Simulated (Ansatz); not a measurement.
**FHSi$_{2}$ (SMILES F[SiH]=[Si]) (triplet): density, localisation and related maps**

```xyz
4

F     0.0081    0.3295    0.1623
Si    0.2671    1.6760   -0.6625
Si   -0.7266    3.6707   -0.3478
H     1.3037    1.2554   -1.6518
```

Geometry: PBE0-D4/def2-TZVP.

All numbers below come from isolated molecule in a Gaussian basis; Kohn-Sham density functional theory, functional PBE0 in Ansatz.

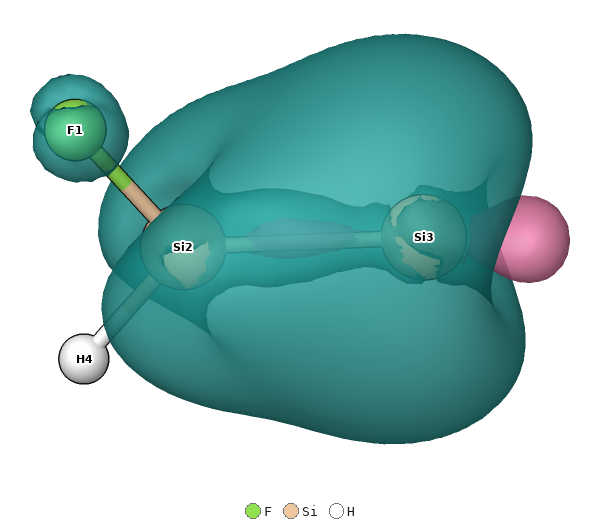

Figure 1. Isosurfaces of the spin density (α minus β) at +0.02 (teal) and −0.02 e/Å³ (pink), seen at a tilt.

> Describe the spin distribution.

The unpaired spin (2 electrons) lies mostly on Si3 (about 1.3) and Si2 (about 0.7), in electrons by Hirshfeld's partition.

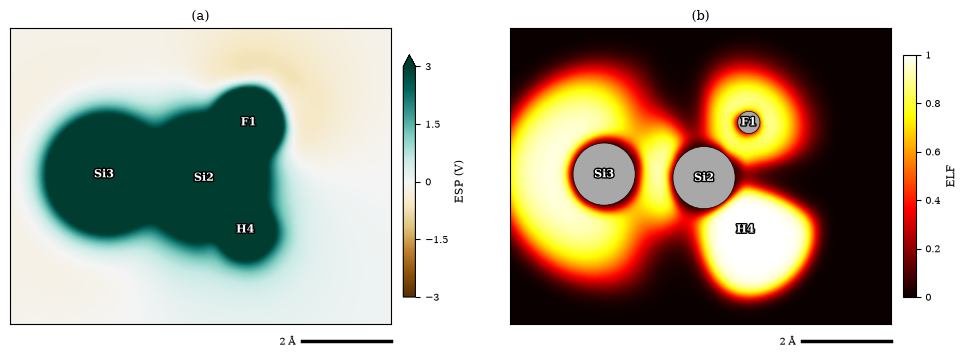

Figure 2. (a) electrostatic potential; (b) electron localisation function on the molecular plane. Grey discs cover the atomic cores in the ELF map.

> What do the fields say about this system?

Atoms in the plane: F, Si and H. Si–F (1.60 Å): the ELF peaks at about 0.85 in the valence shell of F, 0.6 Å from its nucleus, and is about 0.55 at the midpoint. Si–Si (2.25 Å): the ELF peaks at about 0.90 between the atoms; a covalent bond. Si–H (1.49 Å): the ELF climbs to about 1 towards the hydrogen, as it does in any bond to H. The ELF also peaks beside Si3 and F1, away from the bonds: non-bonding electrons, paired or unpaired. Outside the dense part of the molecule the potential is most negative (−0.7 V) near F1.

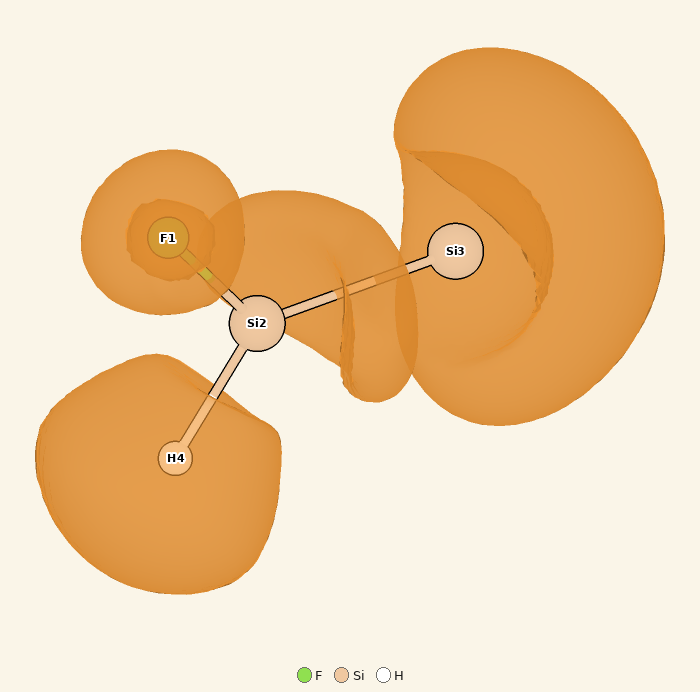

Figure 3. Isosurface of the ELF at 0.75 (orange), seen at a tilt. Core shells and regions of very low density are left out.

> Describe the localisation domains.

The surface consists of one region between bonded Si–Si atoms (shared pairs), one region around a hydrogen nucleus, one lobe on Si, pointing away from the bonds (non-bonding electrons) and one region wrapped around F (its lone pairs, merged into a ring or cap).
